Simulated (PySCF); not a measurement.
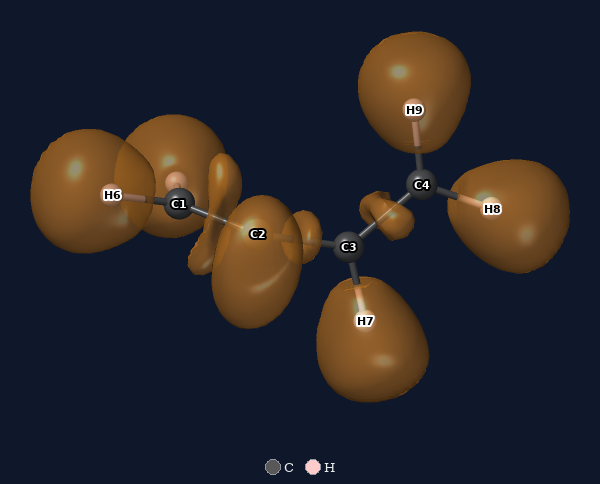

The picture shows: C4H5 (SMILES C=[C-]C=C) (charge −1). Isosurface of the ELF at 0.85 (orange), seen across its widest extent. Only the valence region is drawn (cores and ρ < 0.01 e/Å³ removed).

Geometry: PBE0-D3(BJ)/ma-def2-SVP.

The calculation used PySCF 2.14.0, density-fitted response routines, DFT single point, gas phase, functional wB97X.

```xyz
9

C     2.0202    0.3020   -0.2831
C     0.8213   -0.0036   -0.7970
C    -0.3146   -0.5358   -0.1549
C    -1.3248    0.0778    0.5488
H     2.2814    0.1523    0.7906
H     2.8357    0.7351   -0.8863
H    -0.4479   -1.6205   -0.3244
H    -2.2070   -0.4819    0.8763
H    -1.3175    1.1583    0.7288
```

> What do the ELF domains correspond to?

At this value the surface marks out three regions between bonded C–C atoms (shared pairs), five regions around hydrogen nuclei and one lobe on C, pointing away from the bonds (lone pairs). Along the contacts the grid gives the following. C–C (1.34 Å): the ELF peaks at about 0.90 between the atoms: a multiple bond. C–H (1.09 Å): the ELF climbs to about 1 towards the hydrogen, as it does in any bond to H; a covalent bond by its length.
